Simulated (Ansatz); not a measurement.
Molecular dynamics of AlPH₅Cl (part 3 of 3)

The same run, continued: AlPH₅Cl; RKS PBE0-D4/def2-SVP (Ansatz 0.2.0). It belongs to a series of runs on one base structure; here: dynamics from the highest image of the converged band.

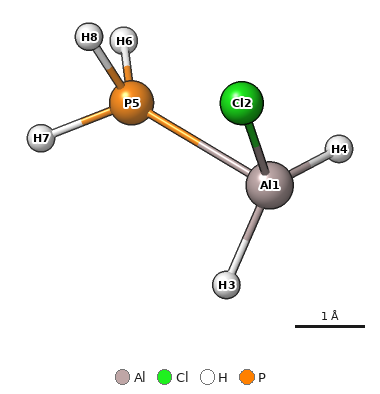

**Figure 1.** The geometry at step 108 of the log (ball-and-stick view, seen at a tilt; atoms are numbered from 1 in the order of the input).

## Trajectory as extended XYZ, continued
```
8
Properties=species:S:1:pos:R:3:forces:R:3 step=17 time_fs=8.5 energy=-28470.11777 temperature=51.6
Al    0.0881   -0.3184   -0.0884   -0.0416  -0.0922   0.2441
Cl   -0.1568    0.1591    2.3418    0.1053  -0.0948   0.0206
H     1.4432    0.4417   -0.4053   -0.0139  -0.0648  -0.1152
H    -1.3618    0.0098   -0.6462    0.0635   0.0115  -0.0855
P     0.2249   -2.5599    0.8115    0.1283   0.3571  -0.0991
H    -0.7801   -3.3159    0.1462    0.1811  -0.0775   0.0945
H     1.4402   -3.1911    0.4284   -0.1836  -0.0412  -0.0936
H     0.0833   -1.2461    2.2019   -0.2390   0.0019   0.0342
8
Properties=species:S:1:pos:R:3:forces:R:3 step=25 time_fs=12.5 energy=-28470.11084 temperature=42.7
Al    0.0885   -0.3099   -0.0827   -0.2350  -0.0888   0.1659
Cl   -0.1556    0.1566    2.3348    0.0930  -0.0452   0.0266
H     1.4293    0.4772   -0.3978   -0.0214  -0.0903  -0.1273
H    -1.3843   -0.0132   -0.6466    0.2667  -0.0185  -0.0142
P     0.2246   -2.5635    0.8145    0.1515   0.4216  -0.1281
H    -0.7747   -3.3185    0.1466    0.0914  -0.0829   0.0895
H     1.4265   -3.2224    0.4461   -0.1043  -0.0192  -0.0843
H     0.0828   -1.2525    2.1780   -0.2419  -0.0768   0.0719
8
Properties=species:S:1:pos:R:3:forces:R:3 step=33 time_fs=16.5 energy=-28470.12269 temperature=57.9
Al    0.0878   -0.3019   -0.0760   -0.0964  -0.1572   0.1854
Cl   -0.1540    0.1539    2.3280    0.0496  -0.0339   0.0193
H     1.4128    0.4993   -0.4095    0.0189  -0.0912  -0.1167
H    -1.3712   -0.0381   -0.6507    0.0847   0.0236  -0.0618
P     0.2250   -2.5650    0.8168    0.1178   0.5401  -0.0765
H    -0.7574   -3.3344    0.1596   -0.1322  -0.1185   0.0217
H     1.3990   -3.2572    0.4512    0.1214  -0.0293  -0.0483
H     0.0463   -1.2703    2.1648   -0.1637  -0.1337   0.0770
8
Properties=species:S:1:pos:R:3:forces:R:3 step=42 time_fs=21.0 energy=-28470.13515 temperature=74.0
Al    0.0864   -0.2941   -0.0671    0.1361  -0.1838   0.2284
Cl   -0.1519    0.1506    2.3204   -0.0149  -0.1454  -0.0294
H     1.3979    0.5074   -0.4434    0.0583  -0.0946  -0.0748
H    -1.3449   -0.0614   -0.6678   -0.1979   0.0658  -0.1292
P     0.2261   -2.5637    0.8188    0.0240   0.2610  -0.2610
H    -0.7565   -3.3690    0.1821   -0.0367   0.0881   0.1393
H     1.3847   -3.2982    0.4510    0.0301   0.1304   0.1175
H    -0.0228   -1.3137    2.1628    0.0011  -0.1216   0.0092
8
Properties=species:S:1:pos:R:3:forces:R:3 step=50 time_fs=25.0 energy=-28470.14819 temperature=90.8
Al    0.0857   -0.2881   -0.0580   -0.0324  -0.0644   0.1294
Cl   -0.1501    0.1470    2.3134   -0.0770  -0.2354  -0.1066
H     1.3933    0.4989   -0.4858    0.0451  -0.1200  -0.0165
H    -1.3462   -0.0727   -0.7011   -0.0292   0.0210  -0.0101
P     0.2272   -2.5610    0.8194   -0.1186   0.2785  -0.2183
H    -0.7639   -3.3889    0.2222   -0.0098   0.1340   0.1459
H     1.3793   -3.3163    0.4680    0.0223   0.1471   0.2149
H    -0.0844   -1.3729    2.1619    0.1997  -0.1607  -0.1387
8
Properties=species:S:1:pos:R:3:forces:R:3 step=58 time_fs=29.0 energy=-28470.19468 temperature=151.0
Al    0.0849   -0.2825   -0.0480   -0.2647   0.1565   0.0981
Cl   -0.1487    0.1425    2.3060   -0.1016  -0.1342  -0.2472
H     1.3956    0.4720   -0.5308    0.0312  -0.1473   0.0309
H    -1.3515   -0.0810   -0.7358    0.1944  -0.0445   0.1274
P     0.2278   -2.5567    0.8189   -0.2673   0.6814   0.0156
H    -0.7752   -3.3916    0.2831   -0.1363  -0.0481   0.0520
H     1.3796   -3.3145    0.5170    0.1608  -0.0146   0.2520
H    -0.1156   -1.4598    2.1392    0.3836  -0.4491  -0.3288
8
Properties=species:S:1:pos:R:3:forces:R:3 step=67 time_fs=33.5 energy=-28470.46577 temperature=500.4
Al    0.0823   -0.2749   -0.0359   -0.2032   0.5953   0.5222
Cl   -0.1475    0.1369    2.2963   -0.0301   0.3438  -0.6087
H     1.4049    0.4148   -0.5765    0.0666  -0.1753   0.0258
H    -1.3277   -0.0985   -0.7548    0.0400  -0.0964   0.0427
P     0.2268   -2.5481    0.8183   -0.2347   0.4728  -0.4195
H    -0.8075   -3.4010    0.3654    0.0355  -0.0622   0.1972
H     1.4032   -3.3127    0.6210   -0.0547  -0.0132   0.4044
H    -0.0821   -1.6494    2.0558    0.3806  -1.0648  -0.1640
8
Properties=species:S:1:pos:R:3:forces:R:3 step=75 time_fs=37.5 energy=-28470.78187 temperature=908.2
Al    0.0788   -0.2647   -0.0219   -0.0228   0.9550   1.0571
Cl   -0.1466    0.1333    2.2849    0.0570   0.5598  -1.0265
H     1.4233    0.3356   -0.6129    0.0692  -0.1860   0.0165
H    -1.3001   -0.1292   -0.7651   -0.2011  -0.1168  -0.1142
P     0.2251   -2.5385    0.8145    0.4928  -1.1112  -3.0499
H    -0.8321   -3.4202    0.4685    0.2048  -0.0983   0.2335
H     1.4167   -3.3138    0.7750   -0.2771  -0.0344   0.2527
H    -0.0003   -1.9624    1.9913   -0.3228   0.0318   2.6306
8
Properties=species:S:1:pos:R:3:forces:R:3 step=83 time_fs=41.5 energy=-28471.16483 temperature=1398.6
Al    0.0750   -0.2492   -0.0022   -0.0966   0.9332   1.0948
Cl   -0.1455    0.1321    2.2691    0.0800   0.5372  -1.1366
H     1.4509    0.2286   -0.6456   -0.0273  -0.1448   0.0875
H    -1.2975   -0.1773   -0.7892   -0.0499  -0.0956  -0.0148
P     0.2251   -2.5328    0.7996    0.0633  -0.5194   1.4835
H    -0.8283   -3.4573    0.5995    0.1889  -0.2709  -0.2303
H     1.3943   -3.3236    0.9582   -0.0943  -0.2274  -0.5077
H     0.0519   -2.3097    2.2190   -0.0641  -0.2123  -0.7764
8
Properties=species:S:1:pos:R:3:forces:R:3 step=92 time_fs=46.0 energy=-28470.70583 temperature=810.2
Al    0.0700   -0.2255    0.0272   -0.2655   0.6706   0.7140
Cl   -0.1438    0.1336    2.2455    0.0757   0.5656  -0.9868
H     1.4764    0.0835   -0.6657   -0.1153  -0.0192   0.1708
H    -1.3001   -0.2474   -0.8160    0.2189   0.0001   0.1956
P     0.2256   -2.5313    0.7902   -0.1859  -2.1825   4.0760
H    -0.7865   -3.5387    0.7041    0.2519   0.0304  -0.6649
H     1.3511   -3.3683    1.0724    0.1012  -0.0332  -1.0387
H     0.0898   -2.6992    2.3767   -0.0810   0.9682  -2.4661
8
Properties=species:S:1:pos:R:3:forces:R:3 step=100 time_fs=50.0 energy=-28470.86139 temperature=1008.1
Al    0.0641   -0.2004    0.0577   -0.1126   0.1396   0.2759
Cl   -0.1420    0.1376    2.2201    0.0321   0.6224  -0.4840
H     1.4824   -0.0487   -0.6571   -0.0720   0.1636   0.1812
H    -1.2732   -0.3098   -0.8121    0.0758   0.1443   0.1623
P     0.2253   -2.5407    0.8016    0.0284  -2.4826   1.3915
H    -0.7136   -3.6122    0.6915   -0.0097   0.0977  -0.9860
H     1.3311   -3.4170    1.0117    0.4189   0.0766  -1.1434
H     0.1086   -2.9049    2.1654   -0.3608   1.2384   0.6026
8
Properties=species:S:1:pos:R:3:forces:R:3 step=108 time_fs=54.0 energy=-28471.01384 temperature=1205.8
Al    0.0576   -0.1746    0.0898    0.1895  -0.4853  -0.2316
Cl   -0.1401    0.1442    2.1926   -0.0435   0.7555   0.3008
H     1.4783   -0.1559   -0.6216    0.0474   0.3350   0.1217
H    -1.2375   -0.3504   -0.7857   -0.2605   0.2611  -0.0365
P     0.2254   -2.5616    0.8185    0.5449  -1.9366  -1.8315
H    -0.6401   -3.6683    0.5347   -0.1239   0.3385  -0.7416
H     1.3645   -3.4481    0.7849    0.0172   0.5427  -0.5301
H     0.0722   -2.9517    2.0727   -0.3711   0.1891   2.9488
8
Properties=species:S:1:pos:R:3:forces:R:3 step=117 time_fs=58.5 energy=-28471.04316 temperature=1244.3
Al    0.0515   -0.1490    0.1240    0.2242  -1.1080  -1.1137
Cl   -0.1382    0.1558    2.1636   -0.1556   1.0013   1.4130
H     1.4819   -0.2157   -0.5604    0.0973   0.4254   0.0290
H    -1.2399   -0.3485   -0.7604   -0.2152   0.3380  -0.0546
P     0.2278   -2.5978    0.8312   -0.1491  -2.3005   0.7965
H    -0.5755   -3.6640    0.2427   -0.0360   0.6738   0.3894
H     1.4027   -3.3877    0.4502   -0.3439   0.6283   0.7277
H    -0.0110   -2.9381    2.3300    0.5783   0.3417  -2.1873
8
Properties=species:S:1:pos:R:3:forces:R:3 step=125 time_fs=62.5 energy=-28470.85145 temperature=996.3
Al    0.0474   -0.1328    0.1478    0.1025  -1.5357  -2.0015
Cl   -0.1372    0.1706    2.1441   -0.2563   1.1739   2.4005
H     1.4993   -0.2011   -0.5006    0.0189   0.4231  -0.0412
H    -1.2745   -0.2927   -0.7453    0.1042   0.3518   0.0732
P     0.2295   -2.6411    0.8448   -0.3958  -0.0067  -1.1185
H    -0.5295   -3.5628    0.0328   -0.3488   0.1343   0.9211
H     1.3934   -3.2401    0.2546    0.2390  -0.0043   1.1742
H    -0.0067   -2.8803    2.2910    0.5363  -0.5364  -1.4078
8
Properties=species:S:1:pos:R:3:forces:R:3 step=133 time_fs=66.5 energy=-28470.58040 temperature=650.2
Al    0.0439   -0.1251    0.1604    0.1689  -1.5035  -2.2791
Cl   -0.1373    0.1905    2.1350   -0.3100   1.2264   2.9232
H     1.5193   -0.1231   -0.4470   -0.0780   0.2982  -0.1071
H    -1.2963   -0.1851   -0.7214    0.1957   0.2180   0.0341
P     0.2297   -2.6844    0.8510    0.2127   2.4087  -5.4895
H    -0.5371   -3.4440   -0.0470   -0.6287  -0.6392   0.6454
H     1.4190   -3.0898    0.2291    0.6534  -0.4494   0.8863
H     0.0665   -2.9093    2.1120   -0.2140  -1.5593   3.3868
8
Properties=species:S:1:pos:R:3:forces:R:3 step=142 time_fs=71.0 energy=-28470.94077 temperature=1111.4
Al    0.0414   -0.1264    0.1596    0.3556  -0.9202  -1.6062
Cl   -0.1390    0.2191    2.1396   -0.2855   1.0563   2.6547
H     1.5280    0.0152   -0.4066   -0.1196   0.0037  -0.1670
H    -1.2903   -0.0273   -0.6919    0.0069  -0.0417  -0.1724
P     0.2304   -2.7209    0.8341    0.1127   1.2797   0.5123
H    -0.6431   -3.4222   -0.0216    0.1270  -0.8365   0.3454
H     1.5428   -3.0012    0.3565   -0.2718  -0.6439   0.3160
H     0.1389   -3.1690    2.2696    0.0748   0.1027  -1.8829
8
Properties=species:S:1:pos:R:3:forces:R:3 step=150 time_fs=75.0 energy=-28470.93173 temperature=1100.8
Al    0.0410   -0.1332    0.1490    0.2622  -0.2375  -0.8021
Cl   -0.1418    0.2495    2.1558   -0.2067   0.7099   1.8782
H     1.5172    0.1408   -0.3971   -0.0925  -0.2531  -0.1770
H    -1.2804    0.1080   -0.6902   -0.0165  -0.2620  -0.1899
P     0.2317   -2.7461    0.8180    0.0433  -0.0295   1.4205
H    -0.7203   -3.5306    0.0605    1.0120  -0.3600   0.2343
H     1.6209   -3.0239    0.5224   -0.8027  -0.6147  -0.3336
H     0.2059   -3.4085    2.2177   -0.1992   1.0468  -2.0302
8
Properties=species:S:1:pos:R:3:forces:R:3 step=158 time_fs=79.0 energy=-28470.94549 temperature=1117.5
Al    0.0421   -0.1414    0.1338   -0.0466   0.4291  -0.1083
Cl   -0.1455    0.2829    2.1802   -0.1110   0.3161   0.9238
H     1.4930    0.2287   -0.4141   -0.0042  -0.4258  -0.1468
H    -1.2708    0.2033   -0.7153    0.1069  -0.4654  -0.0416
P     0.2332   -2.7705    0.8073   -0.1885   1.0400  -1.6032
H    -0.6578   -3.6968    0.1692    0.7897  -0.0560  -0.5086
H     1.5936   -3.1381    0.6370   -0.0872  -0.3824  -0.9559
H     0.2424   -3.5182    1.9152   -0.4591  -0.4557   2.4406
8
Properties=species:S:1:pos:R:3:forces:R:3 step=167 time_fs=83.5 energy=-28470.99502 temperature=1180.3
Al    0.0431   -0.1477    0.1161   -0.1860   0.8723   0.6102
Cl   -0.1502    0.3221    2.2122   -0.0058  -0.0645  -0.0891
H     1.4668    0.2507   -0.4593    0.1405  -0.4847  -0.0790
H    -1.2441    0.2266   -0.7520   -0.0017  -0.5268   0.0147
P     0.2341   -2.7936    0.7886    0.2606  -1.4765   0.2857
H    -0.4554   -3.8938    0.2000    0.0355   0.3180  -0.8118
H     1.5408   -3.3289    0.6054    0.0775   0.2502  -0.6060
H     0.2048   -3.6758    1.9196   -0.3206   1.1119   0.6755
8
Properties=species:S:1:pos:R:3:forces:R:3 step=175 time_fs=87.5 energy=-28470.85638 temperature=1004.2
Al    0.0429   -0.1482    0.1038    0.0002   0.7986   1.0749
Cl   -0.1544    0.3567    2.2405    0.0658  -0.2889  -0.7673
H     1.4638    0.1931   -0.5122    0.1418  -0.4119   0.0313
H    -1.2215    0.1640   -0.7837   -0.2402  -0.4027  -0.0343
P     0.2361   -2.8201    0.7714    0.4822  -3.3609   1.2267
H    -0.2635   -4.0156    0.1068   -0.4873   0.8967  -0.1819
H     1.5055   -3.4614    0.4806   -0.0444   0.8569   0.2213
H     0.1214   -3.6869    2.0846    0.0819   1.9122  -1.5708
8
Properties=species:S:1:pos:R:3:forces:R:3 step=183 time_fs=91.5 energy=-28471.11157 temperature=1330.5
Al    0.0427   -0.1444    0.0975    0.0787   0.3271   1.1504
Cl   -0.1584    0.3901    2.2656    0.1148  -0.3773  -1.2049
H     1.4802    0.0740   -0.5598   -0.0243  -0.2167   0.1730
H    -1.2314    0.0403   -0.8182   -0.1676  -0.2191   0.0872
P     0.2402   -2.8617    0.7592    0.2880  -0.8165  -1.0030
H    -0.1470   -4.0140   -0.0181   -1.0387   0.4951   0.2136
H     1.4747   -3.4735    0.3851    0.6097   0.6873   0.7232
H     0.0469   -3.4353    2.0497    0.1395   0.1202  -0.1395
8
Properties=species:S:1:pos:R:3:forces:R:3 step=192 time_fs=96.0 energy=-28471.05213 temperature=1254.9
Al    0.0429   -0.1382    0.0981   -0.1480  -0.4283   1.0108
Cl   -0.1623    0.4258    2.2875    0.1538  -0.3760  -1.4939
H     1.4940   -0.0960   -0.5822   -0.1384   0.1100   0.2431
H    -1.2671   -0.1360   -0.8375    0.1675   0.0657   0.3354
P     0.2471   -2.9122    0.7376    0.5739   1.8035  -2.6714
H    -0.1993   -3.9340   -0.1211   -0.9632  -0.3360   0.4343
H     1.5433   -3.3681    0.4071    0.4612   0.2016   0.8713
H    -0.0278   -3.1415    2.0480   -0.1068  -1.0405   1.2704
8
Properties=species:S:1:pos:R:3:forces:R:3 step=200 time_fs=100.0 energy=-28470.88640 temperature=1042.4
Al    0.0422   -0.1350    0.1050   -0.2735  -0.9013   1.1794
Cl   -0.1650    0.4557    2.3002    0.1787  -0.3561  -1.6359
H     1.4870   -0.2321   -0.5644   -0.0280   0.3457   0.1727
H    -1.2776   -0.2841   -0.8050    0.1638   0.3013   0.2922
P     0.2559   -2.9486    0.7063    0.0842   1.8487   0.9064
H    -0.3901   -3.9008   -0.1405    0.1423  -0.2478   0.7624
H     1.6666   -3.2403    0.5600   -0.7865  -0.3235   0.3980
H    -0.0983   -3.0391    2.1960    0.5190  -0.6671  -2.0753
```

The run was set up as follows.

## Input
```yaml
crystal:
  periodic: [false, false, false]
  atoms:
    - { symbol: Al, position_ang: [0.087649, -0.33825, -0.095989] }
    - { symbol: Cl, position_ang: [-0.158163, 0.163197, 2.356826] }
    - { symbol: H, position_ang: [1.470972, 0.340623, -0.471086] }
    - { symbol: H, position_ang: [-1.321746, 0.072397, -0.696109] }
    - { symbol: P, position_ang: [0.227186, -2.546005, 0.804777] }
    - { symbol: H, position_ang: [-0.739567, -3.365564, 0.167868] }
    - { symbol: H, position_ang: [1.419447, -3.15873, 0.341077] }
    - { symbol: H, position_ang: [-0.016777, -1.228667, 2.264539] }
basis:
  gaussian: { orbitals: def2-SVP }
hamiltonian:
  xc: pbe0
  dispersion: d4
md:
  timestep: 0.5
  n_steps: 200
  ensemble: nve
  temperature: 100.0
  initial_velocities: maxwell_boltzmann
  seed: 5679
```

Launch command:
```bash
ansatz run input.yaml --threads 1 --pin off --max-ram 2048MiB --backend cpu --events-out ev --progress --plain --runs-dir out
```

## Results in brief

```tsv
quantity	value
outcome	finished
mean temperature over the second half	1108 K
trajectory	200 steps, 100 fs
ensemble	nve
temperature in the input	100.0 K
time step	0.5 fs
potential energy (last step)	−28470.8864 eV
mean-field energy (last step)	−28470.7466 eV
largest force (length of the vector) (last step)	2.241 eV/Å
hardware	1 thread of Arm Neoverse V2, 24 GiB of memory available, shared host
wall time	8.2 min
peak memory	0.15 GiB
```

## Remarks

So short a trajectory is not equilibrated.
